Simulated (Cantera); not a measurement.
A closed system holds: 1 mol Fe₃O₄, 650 mol H₂, 0.043 mol H₂O, equilibrated at 75.0 Torr.

Cantera equilibrium calculation (NASA polynomials, part measured and part estimated; ideal gas, pure solids and liquids). Candidate condensed phases: Fe, FeO, Fe(OH)₂, Fe(OH)₃, Fe₂O₃, Fe₃O₄, H₂O; 12 gas species. The numbers say what is thermodynamically allowed, not how fast it happens.

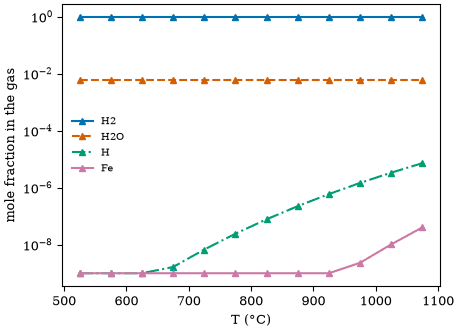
Fig. 1. Equilibrium gas composition (values under 1e-9 drawn at 1e-9)

From 525 °C to 875 °C the condensed part is Fe(α). From 925 °C to 1075 °C the condensed part is Fe(γ).
